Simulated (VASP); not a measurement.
Band structure of YN (rock salt). These are vdW-DF-cx, VASP's PBE PAW potentials (set 64) (plane waves; VASP) values and carry that method's errors.

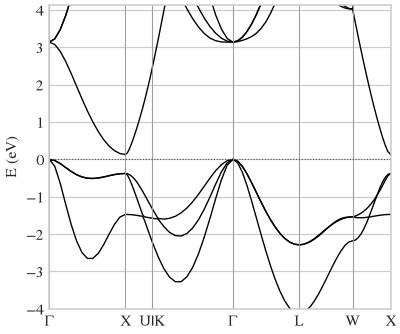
*Bands along high-symmetry lines, zero at the valence-band maximum or, without a gap, the Fermi level*

Task: Read the plot: is there a gap, and where are the band edges?

Result: The gap is indirect, 0.13 eV, from the valence maximum at Γ to the conduction minimum at X. (Edges off the drawn lines would not show.)

The compound is YN in the rock salt structure. It was relaxed first.
